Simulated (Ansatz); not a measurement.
Consider AlClF$_{2}$.

```xyz
4

Al    0.0000    0.0000    0.0367
Cl    0.0000    0.0000    2.1032
F     1.4184    0.0000   -0.7999
F    -1.4184    0.0000   -0.7999
```

Level of theory: Ansatz 0.2.0, RKS PBE0/def2-SVP.

### What can the converged electron density and electron localisation function tell about the bonding?

Al–F (1.65 Å): ρ is about 0.84 e/Å³ halfway; the ELF peaks at about 0.85 in the valence shell of F, 0.6 Å from its nucleus, and is about 0.30 at the midpoint.
Al–Cl (2.07 Å): ρ is about 0.75 e/Å³ halfway; the ELF peaks at about 0.85 in the valence shell of Cl, 1.0 Å from its nucleus, and is about 0.80 at the midpoint.

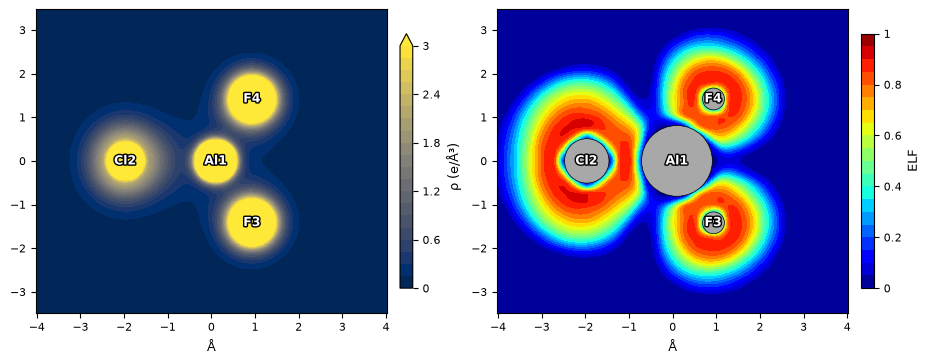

Computed electron density and electron localisation function on the molecular plane, in this order. Grey discs cover the atomic cores in the ELF map. 
